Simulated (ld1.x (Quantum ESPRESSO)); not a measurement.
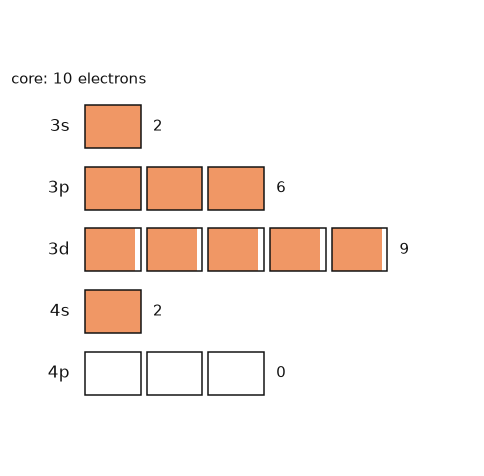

*The valence shells of the reference configuration: a box for each of the 2l + 1 orbitals, shaded by the share of the shell that is filled, with the electron count at the right.*

Run report: Cu, pseudopotential generation

- system: copper (Cu, Z = 29), core [Ne], reference valence 3s2 3p6 3d9 4s2 4p0, valence charge 19.
- method: ultrasoft potential, PBEsol, scalar-relativistic, made with ld1.x (Quantum ESPRESSO) 7.5

**Output**
```
     Program LD1 v.7.5
     --------------------------- All-electron run ----------------------------

     Cu
     scalar relativistic calculation

     atomic number is 29.00
     dft =PBESOL   lsd =0 sic =0 latt =0  beta=0.20 tr2=1.0E-14
     Exchange-correlation= PBESOL
                           (   1   4  10   8   0   0   0)
     mesh =1199 r(mesh) = 100.25372 a.u. xmin = -7.00 dx = 0.01250
     1 Ry =  13.60569312 eV, c = 137.03599908

     n l     nl                  e(Ry)          e(Ha)          e(eV)
     1 0     1S 1( 2.00)      -650.3303      -325.1652     -8848.1949
     2 0     2S 1( 2.00)       -78.4411       -39.2206     -1067.2459
     2 1     2P 1( 6.00)       -67.7778       -33.8889      -922.1643
     3 0     3S 1( 2.00)        -8.7979        -4.3989      -119.7012
     3 1     3P 1( 6.00)        -5.6717        -2.8358       -77.1668
     3 2     3D 1( 9.00)        -0.7016        -0.3508        -9.5458
     4 0     4S 1( 2.00)        -0.4286        -0.2143        -5.8314
     4 1     4P 1( 0.00)        -0.0834        -0.0417        -1.1347

     final scf error:  7.2E-15 reached in  32 iterations

     Etot =   -3306.836563 Ry,   -1653.418281 Ha,  -44991.803480 eV

     Ekin =    3355.723488 Ry,    1677.861744 Ha,   45656.943987 eV
     Encl =   -7955.520497 Ry,   -3977.760249 Ha, -108240.370520 eV
     Eh   =    1424.778840 Ry,     712.389420 Ha,   19385.103666 eV
     Exc  =    -131.818394 Ry,     -65.909197 Ha,   -1793.480614 eV

     normalization and overlap integrals

     s(1S/1S) =  1.000000  <r> =   0.0522  <r2> =    0.0037  r(max) =   0.0341
     s(2S/2S) =  1.000000  <r> =   0.2354  <r2> =    0.0654  r(max) =   0.1960
     s(2P/2P) =  1.000000  <r> =   0.2065  <r2> =    0.0523  r(max) =   0.1585
     s(3S/3S) =  1.000000  <r> =   0.7098  <r2> =    0.5825  r(max) =   0.6112
     s(3P/3P) =  1.000000  <r> =   0.7448  <r2> =    0.6559  r(max) =   0.6189
     s(3D/3D) =  1.000000  <r> =   0.9586  <r2> =    1.2501  r(max) =   0.5961
     s(4S/4S) =  1.000000  <r> =   2.7154  <r2> =    8.6447  r(max) =   2.1602
     s(4P/4P) =  1.000000  <r> =   4.3083  <r2> =   22.8730  r(max) =   3.1040

     ------------------------ End of All-electron run ------------------------

     --------------------- Generating US pseudopotential ---------------------

      Generating local potential from pseudized AE potential:
      Matching radius rcloc =   1.0000

      Local pseudo, rcloc= 1.008 Estimated cut-off energy=    24.52 Ry

      Computing core charge for nlcc:

       r > 0.70 : true rho core
      Core charge pseudized with two Bessel functions
      Integrated core pseudo-charge :   0.45

      Wfc   3S  rcut= 0.959  Using Troullier-Martins method
      Wfc-us  3S rcutus= 1.008  Estimated cut-off energy=    51.26 Ry

      Wfc   4S  rcut= 0.959  Using Troullier-Martins method
      Wfc-us  4S rcutus= 1.008  Estimated cut-off energy=    97.16 Ry

      Wfc   3P  rcut= 1.200  Using Troullier-Martins method
      Wfc-us  3P rcutus= 1.580  Estimated cut-off energy=    35.02 Ry

      Wfc   4P  rcut= 1.200  Using Troullier-Martins method
      Wfc-us  4P rcutus= 1.580  Estimated cut-off energy=    66.38 Ry

      Wfc   3D  rcut= 0.846  Using Troullier-Martins method
      Wfc-us  3D rcutus= 0.959  Estimated cut-off energy=   124.24 Ry

      Wfc   3D  rcut= 0.846  Using Troullier-Martins method
      Wfc-us  3D rcutus= 0.959  Estimated cut-off energy=   125.48 Ry

     ------------------- End of pseudopotential generation -------------------

     --------------------------- All-electron run ----------------------------

     Cu
     scalar relativistic calculation

     atomic number is 29.00
     dft =PBESOL   lsd =0 sic =0 latt =0  beta=0.20 tr2=1.0E-14
     Exchange-correlation= PBESOL
                           (   1   4  10   8   0   0   0)
     mesh =1199 r(mesh) = 100.25372 a.u. xmin = -7.00 dx = 0.01250
     1 Ry =  13.60569312 eV, c = 137.03599908

     n l     nl                  e(Ry)          e(Ha)          e(eV)
     1 0     1S 1( 2.00)      -650.3303      -325.1652     -8848.1949
     2 0     2S 1( 2.00)       -78.4411       -39.2206     -1067.2459
     2 1     2P 1( 6.00)       -67.7778       -33.8889      -922.1643
     3 0     3S 1( 2.00)        -8.7979        -4.3989      -119.7012
     3 1     3P 1( 6.00)        -5.6717        -2.8358       -77.1668
     3 2     3D 1( 9.00)        -0.7016        -0.3508        -9.5458
     4 0     4S 1( 2.00)        -0.4286        -0.2143        -5.8314
     4 1     4P 1( 0.00)        -0.0834        -0.0417        -1.1347

     final scf error:  7.2E-15 reached in  32 iterations

     Etot =   -3306.836563 Ry,   -1653.418281 Ha,  -44991.803480 eV

     Ekin =    3355.723488 Ry,    1677.861744 Ha,   45656.943987 eV
     Encl =   -7955.520497 Ry,   -3977.760249 Ha, -108240.370520 eV
     Eh   =    1424.778840 Ry,     712.389420 Ha,   19385.103666 eV
     Exc  =    -131.818394 Ry,     -65.909197 Ha,   -1793.480614 eV

     normalization and overlap integrals

     s(1S/1S) =  1.000000  <r> =   0.0522  <r2> =    0.0037  r(max) =   0.0341
     s(2S/2S) =  1.000000  <r> =   0.2354  <r2> =    0.0654  r(max) =   0.1960
     s(2P/2P) =  1.000000  <r> =   0.2065  <r2> =    0.0523  r(max) =   0.1585
     s(3S/3S) =  1.000000  <r> =   0.7098  <r2> =    0.5825  r(max) =   0.6112
     s(3P/3P) =  1.000000  <r> =   0.7448  <r2> =    0.6559  r(max) =   0.6189
     s(3D/3D) =  1.000000  <r> =   0.9586  <r2> =    1.2501  r(max) =   0.5961
     s(4S/4S) =  1.000000  <r> =   2.7154  <r2> =    8.6447  r(max) =   2.1602
     s(4P/4P) =  1.000000  <r> =   4.3083  <r2> =   22.8730  r(max) =   3.1040

     ------------------------ End of All-electron run ------------------------

     Computing logarithmic derivative in   1.75764
     Computing logarithmic derivative in   1.75764
     Computing the partial wave expansion
     R is outside the sphere for l=    0 j= 0.00
     R is outside the sphere for l=    0 j= 0.00
     R is outside the sphere for l=    1 j= 0.00
     R is outside the sphere for l=    1 j= 0.00
     R is outside the sphere for l=    2 j= 0.00
     R is outside the sphere for l=    2 j= 0.00

     ---------------------- Testing the pseudopotential ----------------------

     Cu
     scalar relativistic calculation

     atomic number is 29.00   valence charge is 19.00
     dft =PBESOL   lsd =0 sic =0 latt =0  beta=0.20 tr2=1.0E-14
     mesh =1199 r(mesh) = 100.25372 xmin = -7.00 dx = 0.01250

     n l     nl             e AE (Ry)        e PS (Ry)    De AE-PS (Ry)
     1 0     3S   1( 2.00)       -8.79788       -8.95202        0.15415  !
     2 1     3P   1( 6.00)       -5.67166       -5.82329        0.15163  !
     3 2     3D   1( 9.00)       -0.70160       -0.84751        0.14591  !
     2 0     4S   1( 2.00)       -0.42860       -0.36679       -0.06180  !
     3 1     4P   1( 0.00)       -0.08340       -0.09879        0.01539  !

     eps = 3.4E-15  iter = 50

     Etot =   -3306.836563 Ry,   -1653.418281 Ha,  -44991.803480 eV
     Etotps =  -394.178422 Ry,    -197.089211 Ha,   -5363.070648 eV

     Ekin =     122.960205 Ry,      61.480102 Ha,    1672.958813 eV
     Encl =    -878.854799 Ry,    -439.427400 Ha,  -11957.428698 eV
     Ehrt =     343.176133 Ry,     171.588067 Ha,    4669.149154 eV
     Ecxc =     -38.268737 Ry,     -19.134369 Ha,    -520.672694 eV
     (Ecc =      -0.710508 Ry,      -0.355254 Ha,      -9.666953 eV)
     Epseu=      56.808776 Ry,      28.404388 Ha,     772.922778 eV

     ---------------------- End of pseudopotential test ----------------------
```

**Output of the test run (extracts)**
```
     ---------------------- Testing the pseudopotential ----------------------

     Cu
     scalar relativistic calculation

     atomic number is 29.00   valence charge is 19.00
     dft =PBESOL   lsd =0 sic =0 latt =0  beta=0.20 tr2=1.0E-14
     mesh =1199 r(mesh) = 100.25372 xmin = -7.00 dx = 0.01250

     n l     nl             e AE (Ry)        e PS (Ry)    De AE-PS (Ry)
     1 0     3S   1( 2.00)       -8.79788       -8.95202        0.15415  !
     2 1     3P   1( 6.00)       -5.67166       -5.82329        0.15163  !
     3 2     3D   1( 9.00)       -0.70160       -0.84751        0.14591  !
     2 0     4S   1( 2.00)       -0.42860       -0.36679       -0.06180  !
     3 1     4P   1( 0.00)       -0.08340       -0.09879        0.01539  !

     eps = 4.5E-15  iter = 42

     Etot =   -3306.836563 Ry,   -1653.418281 Ha,  -44991.803480 eV
     Etotps =  -394.178422 Ry,    -197.089211 Ha,   -5363.070648 eV

     Ekin =     122.960204 Ry,      61.480102 Ha,    1672.958806 eV
     Encl =    -878.854799 Ry,    -439.427400 Ha,  -11957.428700 eV
     Ehrt =     343.176133 Ry,     171.588067 Ha,    4669.149154 eV
     Ecxc =     -38.268737 Ry,     -19.134369 Ha,    -520.672694 eV
     (Ecc =      -0.710508 Ry,      -0.355254 Ha,      -9.666953 eV)
     Epseu=      56.808777 Ry,      28.404388 Ha,     772.922786 eV

     ---------------------- End of pseudopotential test ----------------------

     ---------------------- Testing the pseudopotential ----------------------

     Cu
     scalar relativistic calculation

     atomic number is 29.00   valence charge is 19.00
     dft =PBESOL   lsd =0 sic =0 latt =0  beta=0.20 tr2=1.0E-14
     mesh =1199 r(mesh) = 100.25372 xmin = -7.00 dx = 0.01250

     n l     nl             e AE (Ry)        e PS (Ry)    De AE-PS (Ry)
     1 0     3S   1( 2.00)       -8.40851       -8.44551        0.03700  !
     2 1     3P   1( 6.00)       -5.29178       -5.34000        0.04822  !
     3 2     3D   1(10.00)       -0.37181       -0.42664        0.05483  !
     2 0     4S   1( 1.00)       -0.33866       -0.27402       -0.06463  !
     3 1     4P   1( 0.00)       -0.04672       -0.04877        0.00205

     eps = 7.9E-15  iter = 37

     Etot =   -3306.982469 Ry,   -1653.491235 Ha,  -44993.788637 eV
     Etotps =  -394.482084 Ry,    -197.241042 Ha,   -5367.202176 eV
     dEtot_ae =      -0.145906 Ry
     dEtot_ps =      -0.303662 Ry,   Delta E=       0.157755 Ry

     Ekin =     121.696397 Ry,      60.848198 Ha,    1655.763831 eV
     Encl =    -889.992098 Ry,    -444.996049 Ha,  -12108.959371 eV
     Ehrt =     351.387426 Ry,     175.693713 Ha,    4780.869491 eV
     Ecxc =     -38.879345 Ry,     -19.439672 Ha,    -528.980430 eV
     (Ecc =      -0.710508 Ry,      -0.355254 Ha,      -9.666953 eV)
     Epseu=      61.305536 Ry,      30.652768 Ha,     834.104303 eV

     ---------------------- End of pseudopotential test ----------------------
```

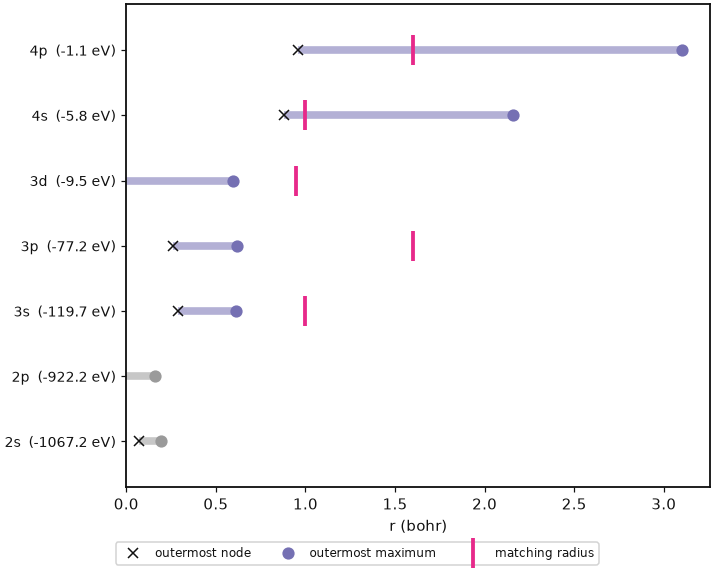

*Outer shells of the all-electron reference atom: each bar runs from the outermost node (or the nucleus) to the outermost maximum of u(r); the tick is the radius chosen for the pseudo-wave. Shells without a tick have no pseudo-wave of their own. Levels, nodes and maxima are from ld1.x, scalar-relativistic.*

- Radii against the shells: 3s: 1.00 bohr, outside the maximum; 3p: 1.60 bohr, outside the maximum; 3d: 0.95 bohr, outside the maximum; 4s: 1.00 bohr, between node and maximum; 4p: 1.60 bohr, between node and maximum. In the spherical-Bessel test 3s stands at −11.413 Ry at the top cutoff of 400 Ry against −8.798 Ry all-electron and −8.952 Ry from the radial solver of ld1.x; 3d stands at −0.728 Ry at the top cutoff of 400 Ry against −0.702 Ry all-electron and −0.848 Ry from the radial solver of ld1.x; 4s stands at −0.432 Ry at the top cutoff of 400 Ry against −0.429 Ry all-electron and −0.367 Ry from the radial solver of ld1.x. No cutoff can be given, and the search for ghost states has no verdict. The p channel couldn't be tested for ghost states or cutoffs, since the overlap operator isn't positive definite there.

**The input**
```
 &input
   title='Cu', zed=29., rel=1, dft='PBESOL', iswitch=3,
   config='[Ar] 3d9 4s2 4p0',
   nld=3, rlderiv=1.75, eminld=-11.0, emaxld=5.0, deld=0.04
 /
 &inputp
   pseudotype=3, tm=.true., lloc=-1, rcloc=1.00,
   nlcc=.true., new_core_ps=.true., rcore=0.70,
   file_pseudopw='Cu.UPF', file_wfcaegen='ae.wfc', file_wfcncgen='nc.wfc', file_beta='beta', file_chi='chi', file_wfcusgen='us.wfc'
 /
6
3S  1  0   2.00   0.00  0.95  1.00  0.0
4S  2  0   2.00   0.00  0.95  1.00  0.0
3P  2  1   6.00   0.00  1.20  1.60  0.0
4P  3  1   0.00   0.00  1.20  1.60  0.0
3D  3  2   9.00   0.00  0.85  0.95  0.0
3D  3  2   0.00  -0.40  0.85  0.95  0.0
 &test
   configts(1)='3s2 3p6 3d9 4s2 4p0'
 /
```

**Input of the test run**
```
 &input
   title='Cu', zed=29., rel=1, dft='PBESOL', iswitch=2,
   config='[Ar] 3d9 4s2 4p0'
 /
 &test
   file_pseudo='Cu.UPF', nconf=8,
   configts(1)='3s2 3p6 3d9 4s2 4p0',
   configts(2)='3s2 3p6 3d10 4s1 4p0',
   configts(3)='3s2 3p6 3d10 4s0 4p0',
   configts(4)='3s2 3p6 3d9 4s0 4p0',
   configts(5)='3s2 3p6 3d10 4s0.5 4p0',
   configts(6)='3s1 3p6 3d10 4s1 4p0',
   configts(7)='3s2 3p6 3d7 4s0 4p0',
   configts(8)='3s2 3p6 3d9 4s1 4p1'
 /
```

Launched with:
```bash
ld1.x < Cu.in > Cu.out
```

**Results in brief**

- outcome: generated, but the overlap operator is not positive, so unusable; the Bessel test doesn't meet the 3s level; the pseudo-atom misses its reference levels by up to 2.10 eV (3s)
- reference test: the pseudo-atom misses its own reference levels by up to 2.10 eV
- configuration tests: test run stopped at test 2 of 7 (negative rho)
- lowest eigenvalue of the overlap operator S in a Bessel basis (separate test): -11 (p channel); it is negative, so in a basis up to 400 Ry S is not positive definite
- largest excitation error among the tests solved: +2146 meV (all-electron minus pseudo) for 3s2 3p6 3d10 4s1 4p0
- range over which the phases arctan(r u′/u) at the test radius agree within 0.05 rad (a looser test near the poles than one of phase shifts): s: nowhere near the reference energy; d: not judged, since its reference level lies on a steep step; p: not judged
- hardware: 1 CPU thread, shared host
- wall time: 2.1 s

**Remarks**

An excitation error of 2146 meV in its own tests makes this a poorly transferable potential. In the spherical-Bessel test 3s stands at −11.413 Ry at the top cutoff of 400 Ry against −8.798 Ry all-electron and −8.952 Ry from the radial solver of ld1.x; 3d stands at −0.728 Ry at the top cutoff of 400 Ry against −0.702 Ry all-electron and −0.848 Ry from the radial solver of ld1.x; 4s stands at −0.432 Ry at the top cutoff of 400 Ry against −0.429 Ry all-electron and −0.367 Ry from the radial solver of ld1.x. No cutoff can be given, and the search for ghost states has no verdict. The p channel couldn't be tested for ghost states or cutoffs, since the overlap operator isn't positive definite there.
